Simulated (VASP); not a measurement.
Band structure of IrO2 (rutile). Method: PBE GGA with D3 dispersion (Becke-Johnson damping), VASP's PBE PAW potentials (set 64) (plane waves; VASP 6.6.1).

Unless said otherwise, spin-orbit coupling is left out, though it shifts the bands of the heavy elements here.

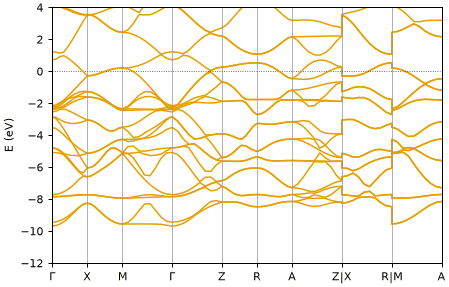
*Bands along high-symmetry lines, zero at the valence-band maximum or, without a gap, the Fermi level*

Problem. Read the plot: is there a gap, and where are the band edges?

Solution. It has no gap at this level: it comes out as a metal or semimetal. (Edges off the drawn lines would not show.)

The compound is IrO2 in the rutile structure. It was relaxed first.
